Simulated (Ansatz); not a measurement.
The calculation's input:

```
crystal:
  periodic: [false, false, false]
  atoms:
    - {symbol: C, position_ang: [-1.670756, -0.023665, -0.337788]}
    - {symbol: B, position_ang: [-2.763569, -0.080644, 0.875248]}
    - {symbol: B, position_ang: [-0.393327, 0.616972, 0.030861]}
    - {symbol: Cl, position_ang: [0.977712, 1.340676, 0.514809]}
    - {symbol: F, position_ang: [-2.392955, 0.315367, 2.068730]}
    - {symbol: H, position_ang: [-3.857763, -0.482926, 0.654792]}
    - {symbol: H, position_ang: [-1.495013, -1.065393, -0.663077]}
    - {symbol: H, position_ang: [-2.130531, 0.489862, -1.199792]}
basis:
  gaussian:
    orbitals: def2-TZVPD
total_charge: 1
hamiltonian:
  xc: pbe0
output:
  forces: true
  orbitals: {seedname: orbitals}
```

Run with:

```sh
ansatz run input.yaml --threads 1 --pin off --max-ram 2610MiB --events-out events.jsonl --progress --plain --runs-dir runs
```

Geometry: B3LYP/6-31G*.

All numbers below come from Ansatz, isolated molecule in a Gaussian basis; Kohn-Sham density functional theory, functional PBE0.

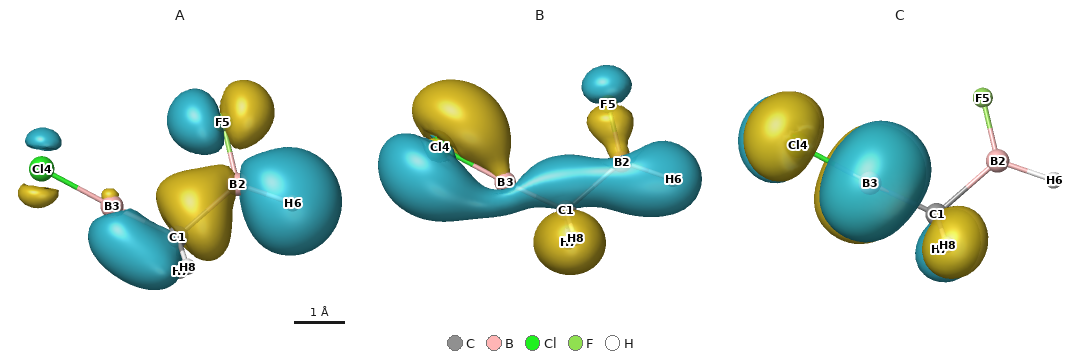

CH₃B₂ClF (SMILES FBC[B+]Cl) (charge +1). Three frontier orbitals at ±0.1 Å⁻³ᐟ² (yellow and cyan are the two phases), in no order.

Question: Order the three orbitals by energy and name them.

Answer: B is the HOMO−1 (−16.88 eV). By Hirshfeld shares it lies mainly on Cl4 (about 50 %), C1 (about 15 %), B2 (about 10 %), B3 (about 10 %) and H6 (about 5 %). A is the HOMO (−14.54 eV). It lies mainly on B2 (about 25 %), H6 (about 25 %), F5 (about 20 %) and C1 (about 20 %). C is the LUMO (−7.78 eV). By Hirshfeld shares it lies mainly on B3 (about 55 %), Cl4 (about 25 %) and C1 (about 10 %); π-antibonding (π*) across B3–Cl4.

Question: What is the HOMO–LUMO gap?

Answer: 6.76 eV between the orbital energies.
